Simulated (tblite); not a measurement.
C7H10F: geometry relaxation (part 4 of 4)

The same run, continued: C7H10F, multiplicity 2; GFN2-xTB geometry optimisation, gas phase (tblite 0.8.0). It belongs to a series of runs on one base structure; here: H removed from sp3 C.

Geometry of the input (Å):
```
C  2.2720  0.2993  -0.1728
C  0.8086  0.4538  -0.6342
C  -0.0446  0.8597  0.5343
C  -1.5201  1.0568  0.2473
C  -1.8470  -0.3990  0.6203
C  -0.3820  -0.6149  0.7079
C  0.2097  -0.9492  -0.6155
F  -0.6336  -1.1531  -1.6549
H  2.5181  -0.7898  -0.0510
H  2.9751  0.7027  -0.8906
H  2.4321  0.7429  0.8301
H  0.6599  0.9730  -1.5743
H  -1.8117  1.2968  -0.7641
H  -2.0407  1.6992  0.9950
H  -2.3441  -0.5363  1.5827
H  -2.3136  -0.8800  -0.2531
H  0.0560  -1.0171  1.6219
H  0.9972  -1.7383  -0.5408
```

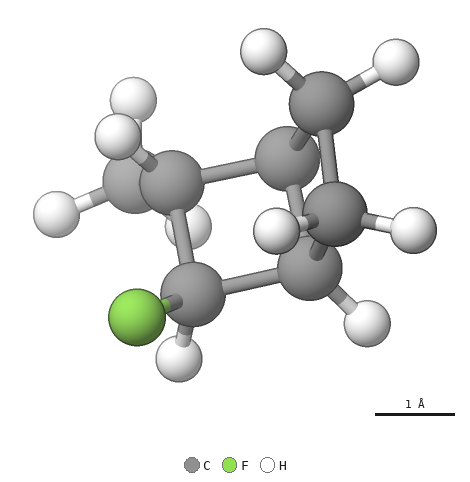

**Figure 1.** The geometry at step 87 of the log (ball-and-stick view, seen at a tilt).

## Trajectory as extended XYZ, continued
```
18
Properties=species:S:1:pos:R:3:forces:R:3 step=79 energy=-672.39168
C     2.3213    0.5035   -0.3675   -0.0150   0.0790   0.0300
C     0.8228    0.2929   -0.5253   -0.0360   0.0370   0.0120
C    -0.0325    0.5426    0.7088   -0.0060  -0.0300  -0.0010
C    -1.4041    1.1509    0.5715    0.0380   0.0130  -0.0170
C    -1.9536   -0.2874    0.4042    0.0370   0.0720   0.0120
C    -0.5698   -0.8862    0.7216   -0.0050  -0.0160  -0.0280
C     0.3295   -1.1731   -0.4916    0.0000   0.0040  -0.0170
F    -0.3425   -1.5693   -1.6217    0.0280  -0.0160  -0.0310
H     2.6970   -0.0728    0.4750    0.0190   0.0040  -0.0240
H     2.8659    0.2213   -1.2692   -0.1120  -0.0450   0.0820
H     2.5047    1.5599   -0.1726    0.0420  -0.0660  -0.0030
H     0.4722    0.8308   -1.4120   -0.0150   0.0020   0.0000
H    -1.5307    1.8407   -0.2627   -0.0400  -0.0010  -0.0150
H    -1.7756    1.6229    1.4816    0.0680  -0.0070  -0.0370
H    -2.7288   -0.5436    1.1225    0.0040  -0.0840  -0.0580
H    -2.2789   -0.5123   -0.6099   -0.0290   0.0140   0.0570
H    -0.5128   -1.5957    1.5389   -0.0010   0.0230   0.0790
H     1.1071   -1.9187   -0.3035    0.0240   0.0140  -0.0380
18
Properties=species:S:1:pos:R:3:forces:R:3 step=81 energy=-672.39925
C     2.3238    0.4908   -0.3537    0.0310   0.0980   0.0180
C     0.8213    0.3164   -0.5197    0.0510  -0.0170  -0.0160
C    -0.0392    0.5539    0.7083   -0.0060   0.0070  -0.0070
C    -1.4156    1.1467    0.5571   -0.0240  -0.0060  -0.0060
C    -1.9530   -0.2981    0.4168   -0.0280  -0.0240   0.0260
C    -0.5617   -0.8808    0.7218    0.0050   0.0230   0.0060
C     0.3253   -1.1496   -0.5050    0.0170  -0.0270   0.0020
F    -0.3531   -1.5312   -1.6363   -0.0020   0.0090  -0.0050
H     2.6814   -0.0749    0.5039   -0.0140   0.0010  -0.0040
H     2.8585    0.1581   -1.2434   -0.0850  -0.0110   0.0500
H     2.5515    1.5446   -0.1890   -0.0130  -0.0910  -0.0120
H     0.4830    0.8702   -1.3999   -0.0020   0.0050  -0.0370
H    -1.5544    1.8137   -0.2959   -0.0070  -0.0160   0.0430
H    -1.7862    1.6360    1.4570    0.0220   0.0150  -0.0160
H    -2.7131   -0.5743    1.1445   -0.0010   0.0220  -0.0200
H    -2.2970   -0.5383   -0.5871    0.0030   0.0150   0.0120
H    -0.4855   -1.5803    1.5483    0.0020   0.0030  -0.0190
H     1.1054   -1.8965   -0.3392    0.0510  -0.0090  -0.0150
18
Properties=species:S:1:pos:R:3:forces:R:3 step=83 energy=-672.40064
C     2.3275    0.4845   -0.3422    0.0200  -0.0040   0.0180
C     0.8251    0.3265   -0.5219    0.0050  -0.0030  -0.0080
C    -0.0423    0.5636    0.7014   -0.0060  -0.0100  -0.0140
C    -1.4251    1.1430    0.5482    0.0010   0.0000   0.0160
C    -1.9529   -0.3065    0.4281   -0.0080  -0.0070   0.0000
C    -0.5539   -0.8746    0.7212    0.0020  -0.0090  -0.0060
C     0.3232   -1.1386   -0.5154    0.0170  -0.0090   0.0040
F    -0.3682   -1.5061   -1.6438    0.0060   0.0140   0.0070
H     2.6719   -0.0735    0.5275   -0.0400   0.0250  -0.0380
H     2.8594    0.1253   -1.2233   -0.0540   0.0160   0.0550
H     2.5669    1.5353   -0.1936    0.0170  -0.0210  -0.0060
H     0.4991    0.8892   -1.4019    0.0060  -0.0220  -0.0260
H    -1.5747    1.7972   -0.3118    0.0040  -0.0080   0.0120
H    -1.7930    1.6460    1.4414    0.0110   0.0020   0.0050
H    -2.7019   -0.5858    1.1640   -0.0260   0.0300   0.0240
H    -2.3074   -0.5552   -0.5690   -0.0030   0.0000  -0.0210
H    -0.4657   -1.5743    1.5464    0.0160   0.0060  -0.0180
H     1.1032   -1.8900   -0.3670    0.0300   0.0000  -0.0050
18
Properties=species:S:1:pos:R:3:forces:R:3 step=85 energy=-672.40141
C     2.3276    0.4836   -0.3356   -0.0020  -0.0220   0.0050
C     0.8267    0.3286   -0.5256   -0.0230   0.0000   0.0030
C    -0.0431    0.5662    0.6956    0.0000  -0.0080  -0.0110
C    -1.4276    1.1412    0.5463    0.0060  -0.0010   0.0040
C    -1.9533   -0.3093    0.4329    0.0040  -0.0010  -0.0140
C    -0.5506   -0.8728    0.7195    0.0020  -0.0190  -0.0130
C     0.3233   -1.1363   -0.5205    0.0000   0.0070  -0.0010
F    -0.3748   -1.4952   -1.6476    0.0140   0.0010   0.0070
H     2.6654   -0.0692    0.5395   -0.0420   0.0290  -0.0190
H     2.8601    0.1136   -1.2097   -0.0080   0.0080   0.0090
H     2.5684    1.5344   -0.1970    0.0320   0.0030   0.0080
H     0.5073    0.8910   -1.4092    0.0070  -0.0300   0.0010
H    -1.5826    1.7921   -0.3141    0.0030   0.0080  -0.0160
H    -1.7919    1.6471    1.4384    0.0020   0.0070   0.0280
H    -2.6996   -0.5848    1.1729   -0.0150   0.0110   0.0250
H    -2.3113   -0.5620   -0.5621   -0.0070   0.0030  -0.0140
H    -0.4556   -1.5715    1.5439    0.0150  -0.0050   0.0020
H     1.1029   -1.8903   -0.3794    0.0100   0.0100  -0.0040
18
Properties=species:S:1:pos:R:3:forces:R:3 step=87 energy=-672.40195
C     2.3247    0.4849   -0.3338    0.0000   0.0040  -0.0150
C     0.8247    0.3290   -0.5279    0.0020  -0.0030   0.0050
C    -0.0429    0.5643    0.6942   -0.0040   0.0040   0.0010
C    -1.4261    1.1407    0.5486   -0.0110  -0.0010  -0.0100
C    -1.9538   -0.3097    0.4328    0.0030   0.0020   0.0000
C    -0.5501   -0.8747    0.7178   -0.0030  -0.0010  -0.0050
C     0.3244   -1.1366   -0.5222   -0.0050   0.0020  -0.0040
F    -0.3730   -1.4945   -1.6496    0.0040  -0.0120  -0.0030
H     2.6563   -0.0611    0.5469   -0.0250   0.0240   0.0000
H     2.8586    0.1052   -1.2023    0.0080   0.0030  -0.0050
H     2.5691    1.5370   -0.2051    0.0170  -0.0240   0.0120
H     0.5064    0.8881   -1.4141    0.0030  -0.0200   0.0140
H    -1.5788    1.7933   -0.3112   -0.0100   0.0080  -0.0050
H    -1.7883    1.6452    1.4427   -0.0010   0.0040   0.0140
H    -2.7019   -0.5819    1.1739    0.0190   0.0010  -0.0060
H    -2.3116   -0.5616   -0.5632   -0.0030   0.0120   0.0110
H    -0.4517   -1.5717    1.5431    0.0030  -0.0130   0.0000
H     1.1054   -1.8895   -0.3822    0.0030   0.0110  -0.0010
18
Properties=species:S:1:pos:R:3:forces:R:3 step=89 energy=-672.40217
C     2.3228    0.4850   -0.3344    0.0070   0.0010  -0.0010
C     0.8231    0.3294   -0.5288    0.0070   0.0000   0.0040
C    -0.0430    0.5640    0.6940   -0.0060   0.0010   0.0060
C    -1.4260    1.1410    0.5500   -0.0050   0.0090  -0.0010
C    -1.9531   -0.3096    0.4326    0.0000   0.0070   0.0040
C    -0.5495   -0.8755    0.7171   -0.0030   0.0030   0.0040
C     0.3247   -1.1365   -0.5231    0.0010  -0.0040   0.0000
F    -0.3714   -1.4970   -1.6503   -0.0010  -0.0080  -0.0040
H     2.6494   -0.0562    0.5510   -0.0090   0.0080  -0.0050
H     2.8569    0.0998   -1.2003    0.0120   0.0020   0.0030
H     2.5711    1.5363   -0.2082    0.0050  -0.0140  -0.0010
H     0.5046    0.8871   -1.4148   -0.0050  -0.0040  -0.0030
H    -1.5767    1.7944   -0.3102   -0.0180   0.0020   0.0070
H    -1.7876    1.6458    1.4451    0.0040  -0.0110  -0.0100
H    -2.7014   -0.5826    1.1731    0.0180   0.0000  -0.0050
H    -2.3108   -0.5596   -0.5639   -0.0040   0.0070   0.0080
H    -0.4502   -1.5727    1.5427   -0.0040  -0.0050  -0.0110
H     1.1081   -1.8870   -0.3833    0.0010   0.0050   0.0040
18
Properties=species:S:1:pos:R:3:forces:R:3 step=92 energy=-672.40232
C     2.3234    0.4839   -0.3326    0.0050  -0.0010   0.0040
C     0.8239    0.3303   -0.5297   -0.0020   0.0020  -0.0090
C    -0.0437    0.5657    0.6922    0.0060   0.0020  -0.0060
C    -1.4277    1.1412    0.5487    0.0040   0.0000   0.0020
C    -1.9525   -0.3100    0.4345   -0.0020  -0.0010  -0.0030
C    -0.5482   -0.8745    0.7161    0.0010  -0.0010  -0.0020
C     0.3243   -1.1351   -0.5255    0.0000   0.0020   0.0030
F    -0.3744   -1.4937   -1.6521    0.0070  -0.0030   0.0030
H     2.6450   -0.0526    0.5570    0.0020  -0.0070  -0.0040
H     2.8597    0.0939   -1.1953    0.0070   0.0020   0.0120
H     2.5738    1.5346   -0.2093    0.0050   0.0020  -0.0060
H     0.5082    0.8870   -1.4170   -0.0100   0.0080  -0.0060
H    -1.5834    1.7931   -0.3116   -0.0050   0.0020   0.0040
H    -1.7880    1.6458    1.4439    0.0000  -0.0020   0.0000
H    -2.6973   -0.5835    1.1775   -0.0010  -0.0040   0.0080
H    -2.3132   -0.5609   -0.5602   -0.0070   0.0010  -0.0030
H    -0.4464   -1.5731    1.5401   -0.0060  -0.0010  -0.0010
H     1.1077   -1.8858   -0.3883   -0.0020  -0.0010   0.0050
18
Properties=species:S:1:pos:R:3:forces:R:3 step=94 energy=-672.40239
C     2.3237    0.4836   -0.3319    0.0000   0.0030  -0.0030
C     0.8241    0.3307   -0.5309    0.0030   0.0000  -0.0090
C    -0.0437    0.5663    0.6910    0.0050   0.0040  -0.0110
C    -1.4280    1.1413    0.5486   -0.0010  -0.0080  -0.0030
C    -1.9526   -0.3100    0.4346    0.0000  -0.0050   0.0010
C    -0.5480   -0.8740    0.7155    0.0020   0.0030  -0.0060
C     0.3242   -1.1347   -0.5260    0.0010   0.0020  -0.0040
F    -0.3744   -1.4930   -1.6527    0.0030  -0.0050   0.0000
H     2.6431   -0.0510    0.5596    0.0020  -0.0050  -0.0010
H     2.8622    0.0913   -1.1921    0.0010  -0.0020   0.0080
H     2.5752    1.5345   -0.2118    0.0010   0.0010   0.0000
H     0.5085    0.8866   -1.4191   -0.0040   0.0060   0.0040
H    -1.5869    1.7939   -0.3104    0.0030   0.0030   0.0010
H    -1.7874    1.6440    1.4449   -0.0030   0.0070   0.0110
H    -2.6963   -0.5835    1.1788   -0.0020  -0.0040   0.0040
H    -2.3142   -0.5611   -0.5598   -0.0060   0.0010   0.0000
H    -0.4454   -1.5729    1.5390   -0.0060  -0.0010   0.0040
H     1.1072   -1.8858   -0.3890    0.0020  -0.0020   0.0060
18
Properties=species:S:1:pos:R:3:forces:R:3 step=96 energy=-672.40244
C     2.3232    0.4839   -0.3326   -0.0030   0.0020  -0.0050
C     0.8235    0.3307   -0.5324    0.0040   0.0000   0.0000
C    -0.0432    0.5665    0.6901   -0.0040   0.0000  -0.0030
C    -1.4276    1.1417    0.5500   -0.0060  -0.0030  -0.0010
C    -1.9525   -0.3095    0.4335    0.0010  -0.0020   0.0040
C    -0.5480   -0.8738    0.7151    0.0020   0.0020  -0.0040
C     0.3248   -1.1351   -0.5257    0.0040  -0.0020  -0.0060
F    -0.3721   -1.4965   -1.6522   -0.0030  -0.0040  -0.0040
H     2.6410   -0.0499    0.5601    0.0020   0.0010  -0.0010
H     2.8630    0.0896   -1.1909    0.0000  -0.0050   0.0010
H     2.5757    1.5348   -0.2145   -0.0030   0.0000   0.0030
H     0.5059    0.8862   -1.4203    0.0060   0.0020   0.0040
H    -1.5874    1.7967   -0.3071    0.0030   0.0010   0.0000
H    -1.7865    1.6423    1.4479    0.0000   0.0030   0.0060
H    -2.6969   -0.5841    1.1768    0.0010  -0.0010  -0.0020
H    -2.3130   -0.5591   -0.5618   -0.0040   0.0010   0.0040
H    -0.4469   -1.5725    1.5391   -0.0040   0.0030  -0.0010
H     1.1083   -1.8853   -0.3867    0.0050   0.0000   0.0070
```

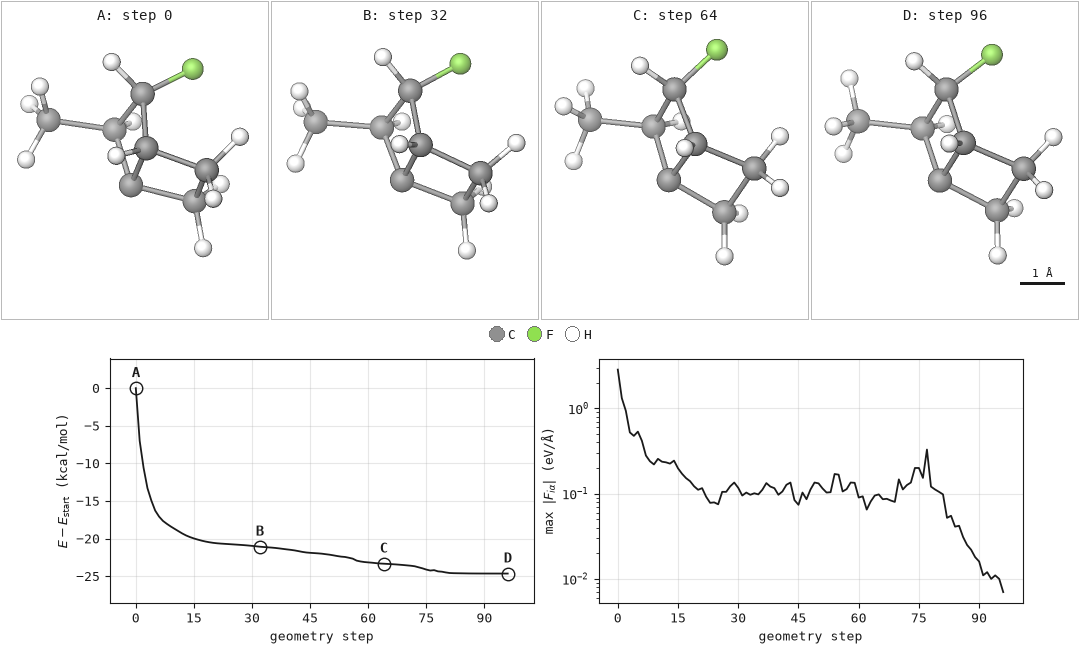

**Figure 2.** Frames of the relaxation (ball-and-stick view, seen at a tilt) above the curves, on which the letters mark them (steps are counted from 0).

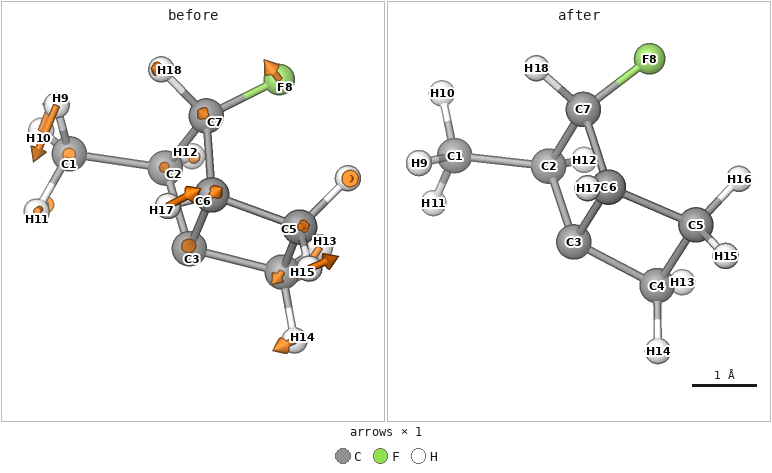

**Figure 3.** Before (left) and after (right) the relaxation, at one scale (ball-and-stick view, seen at a tilt). The orange arrows give the displacements, at true length. The energy falls by 24.6 kcal/mol in 96 geometry steps. The largest force component goes from 2.9 to 0.007 eV/Å. The atom that moves furthest after the best rigid fit is H11 (1.33 Å). By element the largest moves are H 1.33 Å, F 0.47 Å, C 0.32 Å. Distances before and after: C5–C6 1.483 → 1.540 Å, C6–C7 1.488 → 1.539 Å, C1–H9 1.123 → 1.088 Å, C2–C7 1.526 → 1.548 Å. Among the angles that change: C3–C6–H17 111.3° → 126.1°, C1–C2–C7 106.1° → 114.4°, C4–C3–C6 86.1° → 93.3°. (Atoms are counted from 1 in the order of the input.)
